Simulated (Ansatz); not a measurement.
```yaml
crystal:
  lattice:
    - [4.65027, 0.00000, 0.00000]
    - [-2.32513, 4.02725, 0.00000]
    - [0.00000, 0.00000, 13.37463]
  atoms:
    - { symbol: Si, position: [0.00000, 0.00000, 0.00000] }
    - { symbol: Si, position: [0.66667, 0.33333, 0.33333] }
    - { symbol: Si, position: [0.33333, 0.66667, 0.66667] }
    - { symbol: C, position: [0.37980, 0.00000, 0.00000] }
    - { symbol: C, position: [0.04647, 0.33333, 0.33333] }
    - { symbol: C, position: [0.71313, 0.66667, 0.66667] }
    - { symbol: C, position: [0.33333, 0.66667, 0.00004] }
    - { symbol: C, position: [0.00000, 0.00000, 0.33337] }
    - { symbol: C, position: [0.66667, 0.33333, 0.66671] }
    - { symbol: C, position: [0.00000, 0.37980, 0.00000] }
    - { symbol: C, position: [0.66667, 0.71313, 0.33333] }
    - { symbol: C, position: [0.33333, 0.04647, 0.66667] }
    - { symbol: C, position: [0.66667, 0.33333, 0.99996] }
    - { symbol: C, position: [0.33333, 0.66667, 0.33329] }
    - { symbol: C, position: [0.00000, 0.00000, 0.66663] }
    - { symbol: C, position: [0.62020, 0.62020, 0.00000] }
    - { symbol: C, position: [0.28687, 0.95353, 0.33333] }
    - { symbol: C, position: [0.95353, 0.28687, 0.66667] }
```

Space group R32; a generated structure, not necessarily the stable one.

These are results of DFT PBE, scalar-relativistic, plane waves, PAW (Ansatz 0.2.0), not measurements.

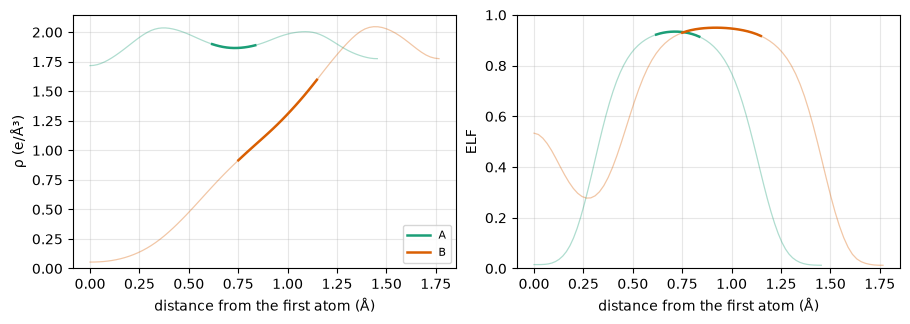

SiC5. Valence charge density (pseudo) and electron localisation function along straight lines between neighbouring atoms. Thin, pale parts lie inside the atomic spheres.

Core electrons are frozen (PAW), and the valence fields are smoothed inside the atomic spheres.

**Which curve belongs to which contact (C–C and Si–C)? The first atom named is at distance zero.**

Curve A: C–C (1.45 Å): the density is about 1.9 e/Å³ at the midpoint; the ELF peaks at about 0.95 between the atoms. Curve B: Si–C (1.77 Å): ρ at the midpoint is about 1.1 e/Å³; the ELF peaks at about 0.95 between the atoms.
